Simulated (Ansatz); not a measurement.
**NO2 (nitrogen dioxide) at RPA@PBE/cc-pVTZ**

What is the electronic atomisation energy of NO2 (nitrogen dioxide) at RPA@PBE/cc-pVTZ? 

Program for the calculation: Ansatz 0.2.0.

34 further runs of the same task are left out: 34 set aside as unsound or not needed.

## Step 1: The structure to begin with

The species is NO2 (3 atoms), meant as a doublet with charge 0. SMILES: `[O]N=O`. The shape is that of a PBE0-D4/def2-TZVP optimisation.

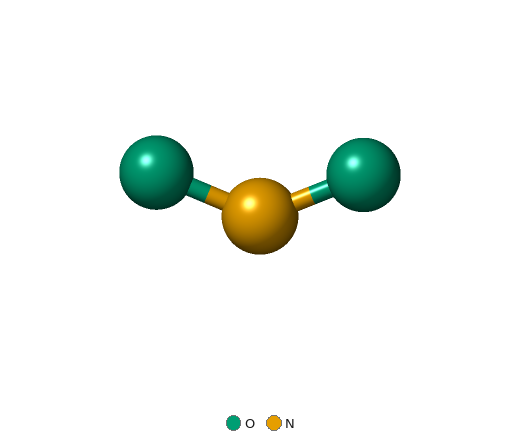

Viewed from a chosen angle; oxygen teal, nitrogen amber.

## Step 2: The energy at RPA@PBE/cc-pVTZ

Input file input.yaml:

```yaml
crystal:
  periodic: [false, false, false]
  atoms:
    - {symbol: O, position_ang: [0.209760, -1.082190, 0.000620]}
    - {symbol: "N", position_ang: [-0.265470, -0.009110, -0.145890]}
    - {symbol: O, position_ang: [0.055690, 1.091300, 0.145270]}
basis:
  gaussian:
    orbitals: cc-pVTZ
magnetization:
  spin_polarized: true
  initial_magnetization: 1
hamiltonian:
  xc: {name: PBE}
correlation:
  method: rpa
  frozen_orbitals: {"N": 1, O: 1}
accuracy: high
```

Started as:

```console
$ ansatz run input.yaml --threads 1 --pin off --max-ram 3480MiB --events-out events.jsonl --progress --plain --runs-dir runs
```

The log of the run:

```text
Warning: RAYON_NUM_THREADS=1 ignored (pool sized by the plan → 1); use --threads N
Functional definition: PBE
  name "PBE"
  parameter kappa = 0.804
  parameter beta = 0.06672455060314922
  exchange = pbe_x(kappa = kappa, mu = beta*pi^2/3)
  correlation = pbe_c(beta = beta)
1456 factors; integrals over basis functions are off by at most 2.5e-9 eV
mean field evaluation 1: about -5575.1169 eV, gradient 2.9e1 eV
mean field evaluation 2: about -5575.1115 eV, gradient 2.9e1 eV
mean field evaluation 4: about -5576.9989 eV, gradient 1.2e1 eV
mean field evaluation 8: about -5577.4780 eV, gradient 2.9e-2 eV
mean field evaluation 16: about -5577.4780 eV, gradient 7.7e-6 eV
mean field -5577.47800284 eV, -204.9685360541 hartree, gradient 4.1e-8 eV, S^2 0.751563; 0 other end points of the search recorded, 0 dependent functions left out
3 core orbitals not correlated: weight in the atoms' cores, before any rotation towards them, 1.000 or more for the frozen orbitals, at most 0.000 for the correlated occupied ones
reference -5553.02916816 eV, -204.0700579514 hartree; 9, 8 occupied and 78, 79 virtual orbitals, 1456 factors
Total energy: -5579.94855891 eV, -205.0593273149 hartree
```

Run time: 5.4 s. Hardware: 1 thread of Arm Neoverse V2, shared host; peak memory 0.26 GiB.

## Step 3: The N atom at the same level

Input file job.yaml:

```yaml
basis:
  gaussian: {orbitals: cc-pVTZ}
crystal:
  periodic: [false, false, false]
  atoms:
    - {symbol: "N", position_ang: [0.000000, 0.000000, 0.000000]}
magnetization: {spin_polarized: true, initial_magnetization: 3}
hamiltonian: {xc: {name: PBE}}
correlation: {method: rpa, frozen_orbitals: {"N": 1}}
accuracy: high
```

Run the same way, it converges to -54.59116 Eh (log not shown).

## Step 4: The O atom at the same level

Input file input.yaml:

```yaml
crystal:
  periodic: [false, false, false]
  atoms:
    - {symbol: O, position_ang: [0.000000, 0.000000, 0.000000]}
basis:
  gaussian: {orbitals: cc-pVTZ}
accuracy: high
correlation: {method: rpa, frozen_orbitals: {O: 1}}
hamiltonian: {xc: pbe}
magnetization: {spin_polarized: true, initial_magnetization: 2}
```

Run the same way, it converges to -75.07219 Eh (log not shown).

## Step 5: What came out

At RPA@PBE/cc-pVTZ, 3 core orbitals frozen:

| quantity | value |
| --- | --- |
| molecule: total energy | -205.05933 Eh |
| molecule: RPA correlation energy (valence) | -989.3 mEh |
| molecule: ⟨S²⟩ of the reference determinant | 0.752 |
| N atom: total energy | -54.59116 Eh |
| N atom: RPA correlation energy (valence) | -194.5 mEh |
| N atom: ⟨S²⟩ of the reference determinant | 3.752 |
| O atom: total energy | -75.07219 Eh |
| O atom: RPA correlation energy (valence) | -266.0 mEh |
| O atom: ⟨S²⟩ of the reference determinant | 2.002 |
| electronic atomisation energy | 8.810 eV |

In words: Taking the molecule apart into free atoms costs 8.81 eV (203 kcal/mol), before zero-point energy and without spin-orbit coupling.
